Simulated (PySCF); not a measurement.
# SiCl2F (SMILES F[Si](Cl)Cl): UMP2/STO-6G

What is the vertical doublet–quartet gap of SiCl2F at UMP2/STO-6G? The job is set up through a Python script.

Program for the calculation: PySCF 2.14.0.

9 further runs of the same task are left out: 2 that didn't finish, 7 set aside as unsound or not needed.

### 1 The structure to begin with

SiCl2F: 4 atoms, total charge 0, spin state doublet. SMILES: `F[Si](Cl)Cl`. Geometry: relaxed at GFN2-xTB.

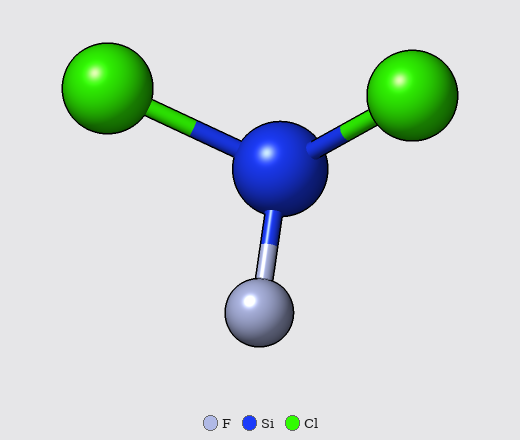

Viewed from a chosen angle; fluorine light blue, silicon blue, chlorine green.

### 2 A single-point energy at UMP2/STO-6G

File run.py:

```python
# F[Si](Cl)Cl
from pyscf import gto, mp

system = gto.Mole()
system.atom = '''
F      1.188320    -0.376450     0.907180
Si     0.062910    -0.422220    -0.255610
Cl    -1.686390    -0.399210     0.731740
Cl     0.435160     1.197870    -1.383320
'''
system.max_memory = 1860
system.spin = 1
system.charge = 0
system.verbose = 3
system.basis = 'sto-6g'
system.build()

hf = system.UHF()
hf.conv_tol = 1e-10
hf.kernel()
if not hf.converged:
    hf = hf.newton().run(hf.mo_coeff, hf.mo_occ)

pt = mp.MP2(hf, frozen=16).run()
e_final = pt.e_tot
print('E = %.10f Eh' % e_final)
```

Command:

```bash
$ OMP_NUM_THREADS=1 python run.py
```

The program printed:

```text
converged SCF energy = -1302.90997749402  <S^2> = 0.75392465  2S+1 = 2.0039208
E(UMP2) = -1302.95964647704  E_corr = -0.0496689830210996
E(SCS-UMP2) = -1302.96123589985  E_corr = -0.0512584058248988
E = -1302.9596464770 Eh
```

Run time: 1.6 s. Hardware: 1 thread of Arm Neoverse V1, shared host; peak memory 0.12 GiB.

### 3 The quartet

File input.py:

```python
from pyscf import gto, mp

mol = gto.M(
    atom='F 1.188320 -0.376450 0.907180; Si 0.062910 -0.422220 -0.255610; Cl -1.686390 -0.399210 0.731740; Cl 0.435160 1.197870 -1.383320',
    max_memory=1860,
    basis='sto-6g',
    spin=3,
    charge=0,
    verbose=4,
)

hf = mol.UHF()
hf.conv_tol = 1e-10
hf.kernel()
if not hf.converged:
    hf = hf.newton().run(hf.mo_coeff, hf.mo_occ)

pt = mp.MP2(hf, frozen=16).run()
energy = pt.e_tot
print('Final energy', energy)
```

Command:

```bash
$ OMP_NUM_THREADS=1 python input.py
```

The program printed:

```text
PySCF version 2.14.0

[INPUT] num. atoms = 4
[INPUT] num. electrons = 57
[INPUT] charge = 0
[INPUT] spin (= nelec alpha-beta = 2S) = 3
[INPUT] symmetry False subgroup None
[INPUT] Mole.unit = angstrom
[INPUT] Symbol           X                Y                Z      unit          X                Y                Z       unit  Magmom
[INPUT]  1 F      1.188320000000  -0.376450000000   0.907180000000 AA    2.245599348343  -0.711387399593   1.714321745683 Bohr   0.0
[INPUT]  2 Si     0.062910000000  -0.422220000000  -0.255610000000 AA    0.118882670496  -0.797880164314  -0.483032894700 Bohr   0.0
[INPUT]  3 Cl    -1.686390000000  -0.399210000000   0.731740000000 AA   -3.186815239205  -0.754397566188   1.382788194389 Bohr   0.0
[INPUT]  4 Cl     0.435160000000   1.197870000000  -1.383320000000 AA    0.822333220366   2.263646232833  -2.614095942633 Bohr   0.0

nuclear repulsion = 267.85606695077
number of shells = 18
number of NR pGTOs = 192
number of NR cGTOs = 32
basis = sto-6g
ecp = {}

[... 20 lines left out ...]
[... the frontier-level lines of each cycle are left out ...]
[... 11 lines left out ...]
[... 11 lines left out ...]
[... 11 lines left out ...]
[... 11 lines left out ...]
[... 11 lines left out ...]
[... 11 lines left out ...]
[... 11 lines left out ...]
[... 11 lines left out ...]
[... 2 lines left out ...]


cycle= 18 E= -1302.52332077763  delta_E= -1.19e-08  |g|= 1.34e-05  |ddm|= 0.0011


cycle= 19 E= -1302.52332077911  delta_E= -1.48e-09  |g|= 5.96e-06  |ddm|= 0.000305


cycle= 20 E= -1302.5233207793  delta_E= -1.92e-10  |g|= 3.34e-06  |ddm|= 6.22e-05


cycle= 21 E= -1302.52332077937  delta_E= -6.16e-11  |g|= 1.83e-06  |ddm|= 3.91e-05


Extra cycle  E= -1302.52332077938  delta_E= -1.32e-11  |g|= 1.49e-06  |ddm|= 9.7e-06
converged SCF energy = -1302.52332077938  <S^2> = 3.7531138  2S+1 = 4.0015566

******** <class 'pyscf.mp.ump2.UMP2'> ********
nocc = (np.int64(14), np.int64(11)), nmo = (16, 16)
frozen orbitals 16
E(UMP2) = -1302.56846877996  E_corr = -0.0451480005766561
E(SCS-UMP2) = -1302.56757513479  E_corr = -0.0442543554122447
E_corr(same-spin) = -0.011449898399703
E_corr(oppo-spin) = -0.0336981021769531
Final energy -1302.5684687799553
```

It took 1.7 s on 1 thread of Arm Neoverse V1, shared host; peak memory 0.12 GiB.

### 4 What came out

At UMP2/STO-6G, 16 core orbitals frozen:

| quantity | value |
| --- | --- |
| doublet: total energy | -1302.95965 Eh |
| doublet: dipole moment (Hartree–Fock density) | 2.66 D |
| doublet: HOMO energy (Hartree–Fock orbitals) (highest over α and β) | -8.43 eV |
| doublet: LUMO energy (Hartree–Fock orbitals) (lowest over α and β) | 2.98 eV |
| doublet: correlation energy (16 core orbitals frozen) | -49.7 mEh |
| doublet: ⟨S²⟩ of the reference determinant | 0.754 |
| quartet: total energy | -1302.56847 Eh |
| quartet: dipole moment (Hartree–Fock density) | 2.04 D |
| quartet: HOMO energy (Hartree–Fock orbitals) (highest over α and β) | -0.81 eV |
| quartet: correlation energy (16 core orbitals frozen) | -45.1 mEh |
| quartet: ⟨S²⟩ of the reference determinant | 3.753 |
| vertical energy of the quartet above the doublet | 10.644 eV |

At this shape the quartet lies 10.64 eV (1027 kJ/mol) above the doublet. In a minimal basis such a difference can be off by several eV, whatever the method.
